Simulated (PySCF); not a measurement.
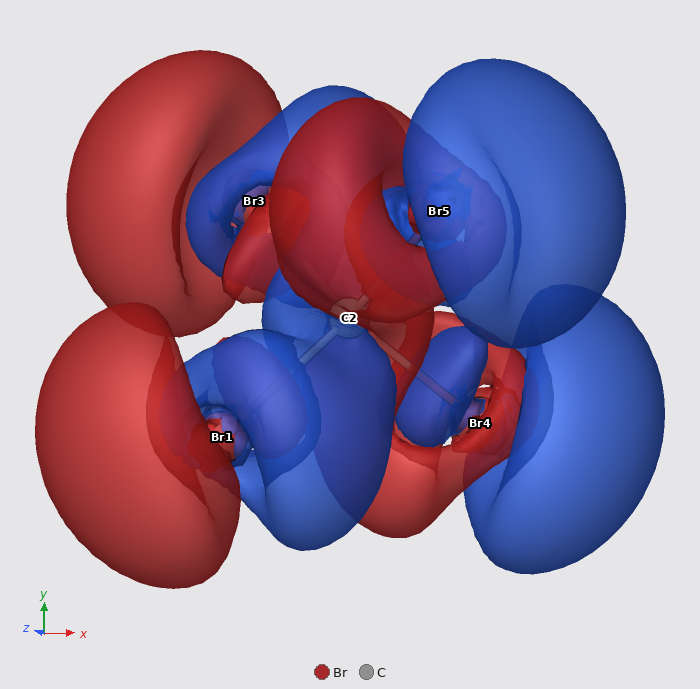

CBr₄, SMILES `BrC(Br)(Br)Br`. Change of the electron density in a uniform field of 0.21 V/Å, surfaces at ±0.001 e/Å³ (red: gain, blue: loss).

Computed with PySCF, ωB97X/def2-TZVP, geometry: GFN2-xTB. No frequency check shows the geometry to be a minimum. A basis without diffuse functions makes polarisabilities too small. GFN2-xTB bond lengths at metals and heavier atoms can be off by up to 0.1 Å and shapes distorted, which carries into these values.

Q: Along which Cartesian direction does the field point?

A: Along +x: electrons gather on the −x side, against the field.

Q: What dipole is induced, and what polarisability does it imply?

A: The induced dipole is 0.90 D (along the field); α along this axis, from the fields in both directions, is 89 bohr³ (13.1 Å³).

Q: Which atoms gain and lose the most charge?

A: Electrons gather most on Br1 and Br3 alike (Hirshfeld charge changes by −0.018 e) and leave Br4 and Br5 alike most (+0.018 e); 0.076 electrons are displaced in all.
